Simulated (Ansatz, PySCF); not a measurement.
Pulling on the B1–H2 bond in CH5BO (SMILES BOC) (multiplicity 1 held, fragments rigid). Energies count from the point at 1.192 Å.
Geometry at that point (charge 0, multiplicity 1):
```xyz
8

B     -0.29602     0.11288     1.27195
H     -1.18413     0.52666     1.95150
H      0.69681    -0.37887     1.73085
O     -0.44735     0.21798    -0.05665
C      0.53526    -0.23564    -0.98323
H      1.39623    -0.66493    -0.46633
H      0.08263    -0.98693    -1.63070
H      0.85578     0.60971    -1.59247
```

R- and RO- levels are restricted; in cc, def2 and unpolarised 6-31G sets they are followed outwards from rest. U- levels take the lowest unrestricted solution at each point, which mixes spins at long bonds. Active spaces are followed from a long bond inwards. Curves can end on different states.

Correlated levels freeze the cores. Rows in 6-31G* carry no dispersion term and start afresh at each structure (6-31G* with six Cartesian d functions). MP2/6-31G* freezes PySCF's default core.

Programs: Ansatz (an electronic-structure program); PySCF for 6-31G* rows. Each number belongs to the level named beside it.

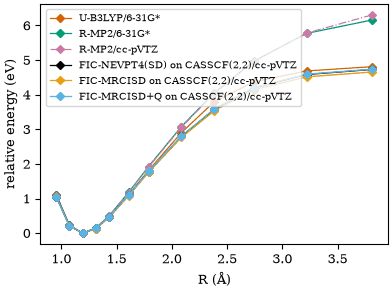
Fig. 1. Relative energy along the coordinate

Doubts at one or more of the structures used: a spin-contaminated determinant (U-B3LYP/6-31G*); a restricted determinant that unrestricted orbitals would lower (R-MP2/6-31G*, R-MP2/cc-pVTZ).
